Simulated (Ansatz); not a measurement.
```cif
data_structure
_symmetry_space_group_name_H-M 'P 1'
_symmetry_Int_Tables_number 1
_cell_length_a 6.9780
_cell_length_b 6.9864
_cell_length_c 6.9960
_cell_angle_alpha 106.246
_cell_angle_beta 106.481
_cell_angle_gamma 115.667
_cell_volume 260.84
loop_
_atom_site_label
_atom_site_type_symbol
_atom_site_fract_x
_atom_site_fract_y
_atom_site_fract_z
_atom_site_occupancy
Co1 Co 0.54615 0.64368 0.70032 1
Co2 Co 0.19813 0.59997 0.80247 1
Co3 Co 0.80302 0.40087 0.20236 1
Co4 Co 0.00127 0.00297 0.99949 1
Ni1 Ni 0.70121 0.10818 0.80424 1
Ni2 Ni 0.10563 0.29760 0.39916 1
Ni3 Ni 0.60186 0.79859 0.39852 1
Ni4 Ni 0.49487 0.49796 0.99279 1
Ru1 Ru 0.84089 0.53994 0.90177 1
Ru2 Ru 0.36309 0.07487 0.91473 1
Ru3 Ru 0.04867 0.16401 0.70109 1
Ru4 Ru 0.94615 0.84723 0.29709 1
Os1 Os 0.39821 0.20603 0.60277 1
Os2 Os 0.75928 0.25358 0.51206 1
Os3 Os 0.44234 0.35443 0.29449 1
Os4 Os 0.14654 0.43963 0.09425 1
Pt1 Pt 0.26227 0.74703 0.51137 1
Pt2 Pt 0.89380 0.70348 0.60292 1
Pt3 Pt 0.65678 0.94770 0.09127 1
Pt4 Pt 0.30079 0.90065 0.20220 1
```

Space group P1; a generated structure, not necessarily the stable one; spin-polarised.

Method: DFT r2SCAN, scalar-relativistic, plane waves, PAW in Ansatz 0.2.0.

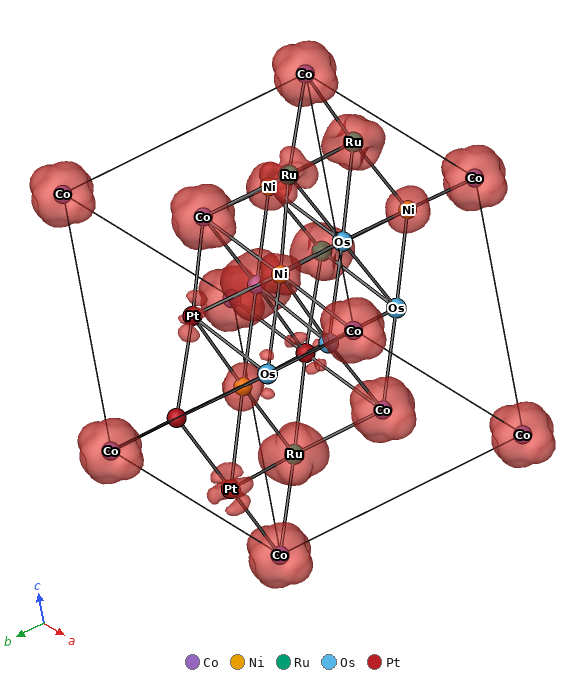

CoNiOsRuPt. Isosurfaces of the magnetisation density (up minus down) at +0.1 (red) and −0.1 e/Å³ (blue), seen at an oblique angle. Sticks mark near contacts.

In a PAW calculation such maps are meaningful between the atoms, not at the nuclei.

### Which atoms carry the moments, and with what signs?

The spin density sits on Co: +2.0 μB (×4); Ru: +0.6 μB in one cell of 20 atoms, with smaller moments on other sites: Ni (up to +0.36 μB), Ru (up to +0.47 μB), Os (up to +0.18 μB) and Pt (up to +0.25 μB): parallel moments (a ferromagnetic arrangement) in this solution. The cell of the calculation (20 atoms) carries 11.7 μB of net spin moment. Only one sign reaches the isovalue.
